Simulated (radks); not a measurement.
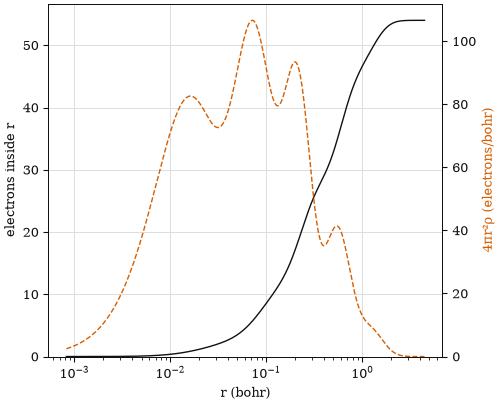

The Pm⁷⁺ ion; electrons: [Kr] 4d10 4f1 5s2 5p5 (4f5/2: 1, 5p1/2: 2, 5p3/2: 3). All numbers are computed, not measured: Dirac Kohn-Sham, PBE, spin-unpolarised, spherical densities, finite nucleus (the in-house radial solver radks).

The plot shows the number of electrons inside radius r (solid) and the radial density 4πr²ρ (dashed).

**What does the plot show?**

The count levels off at 54 electrons. Half of them lie within 0.344 bohr, 90 % within 1.18 bohr and 99 % within 2.03 bohr. The radial density has minima at 0.0313, 0.131 and 0.399 bohr, where the count stands at 2.0, 11.2 and 29.0; these part the shells that the density resolves.
